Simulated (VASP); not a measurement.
Band structure of GePd (relaxed from the WC structure, space group P-6m2). Level of theory: r2SCAN meta-GGA, VASP's PBE PAW potentials (set 64) (plane waves; VASP).

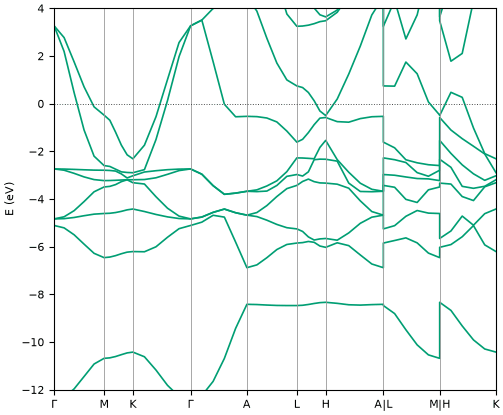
Fig. 1. Bands along high-symmetry lines, zero at the valence-band maximum or, without a gap, the Fermi level

Problem. Read the plot: is there a gap, and where are the band edges?

Solution. It has no gap at this level: it comes out as a metal or semimetal.

The structure was generated: GePd was put into the WC type (P-6m2), which need not be its known phase. It was relaxed first.
